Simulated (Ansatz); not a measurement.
Fields on a plane of TiS2 (CdI2 type)

```yaml
crystal:
  lattice:
    - [3.36059, 0.00000, 0.00000]
    - [-1.68029, 2.91036, 0.00000]
    - [0.00000, 0.00000, 5.52244]
  atoms:
    - { symbol: Ti, position: [0.00000, 0.00000, 0.00000] }
    - { symbol: S, position: [0.33333, 0.66667, 0.25857] }
    - { symbol: S, position: [0.66667, 0.33333, 0.74143] }
```

The slice is a (0001) plane (indices of the conventional cell) through the point (0.667, 0.333, 0.741) (fractional), spanned by u = [110] and v = [1 -1 0] in vectors of this cell: u (3.36 Å) and v (5.82 Å, at 90° to u). It covers one period; positions are fractions (u, v).

Atoms on it: S at (0.00, 0.00); S at (0.50, 0.50).

Computed with PBE-D3(BJ) (plane waves to 420 eV, PAW, scalar-relativistic; Ansatz, a first-principles code). k mesh 16×16×9. These are valence fields of a PAW run, semicore shells included where kept as valence: close to a nucleus they are smooth pseudo fields. At this level the bands of TiS2 touch or barely overlap. TiS2 is run without spin polarisation. TiS2 was relaxed with its symmetry unable to fall.

```
|xxxx8899997733113377999988xx|
|xx77999999662211226699999977|
|9999999988441100114488999999|
|9999887755220000002255778899|
|6666553322110000001122335566|
|2222111111223333332211111122|
|0000001133667788776633110000|
|0000114477889999998877441100|
|0000337788999999999988773300|
|00115588999988xx889999885511|
|002266999977xxxxxx7799996622|
|1133779999xxxxxxxxxx99997733|
|113377999988xxxxxx8899997733|
|11226699999977xx779999996622|
|0011448899999999999999884411|
|0000225577889999998877552200|
|0000112233556666665533221100|
|3333221111112222221111112233|
|8877663311000000000011336677|
|9999887744110000001144778899|
|9999998877330000003377889999|
|xx88999988551100115588999988|
|xxxx7799996622002266999977xx|
|xxxxxx999977331133779999xxxx|
```
Scale: ten equal steps from 0.03 (start of '0') to 0.88 (end of '9'), in the order '0123456789'. Values: electron localisation function (ELF). The map has 14 points along u (two characters each, u = 0 at the left) and 24 along v (v = 0 in the bottom row). Points within 0.5 Å of a nucleus are blanked (x), as the pseudised field means little there.

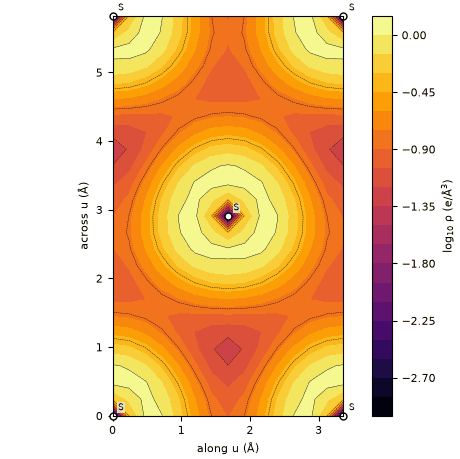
Fig. 1. Log₁₀ of the valence density in e/Å³, one period of the plane, atoms marked. The scale is logarithmic, as a density can span decades between atoms and voids; values under 0.001 e/Å³ are set to 0.001.
